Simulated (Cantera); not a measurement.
A closed system holds: 1 mol MgO, 3.1 mol SO3, a varied amount of CO2, held at 1198 K and 10000 Pa.

Cantera equilibrium calculation (NASA polynomials, part measured and part estimated; ideal gas, pure solids and liquids). Candidate condensed phases: C, Mg, MgCO3, MgO, MgS, MgSO4, S; 26 gas species. Mutual solubility and eutectic melting of coexisting phases are not modelled. Rates play no part.

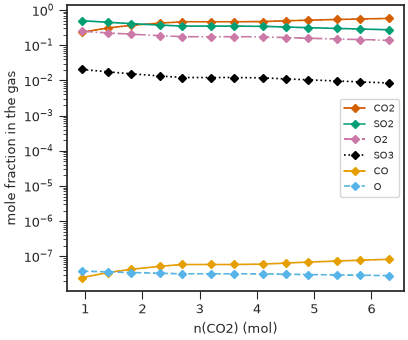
*Equilibrium gas composition (values under 1e-9 drawn at 1e-9)*

Problem. Read off the mole fractions at 3.6 mol CO2.

Solution. CO2 about 0.46, SO2 about 0.35, O2 about 0.17, SO3 about 0.012, CO about 5.8e-8, O about 3.2e-8.
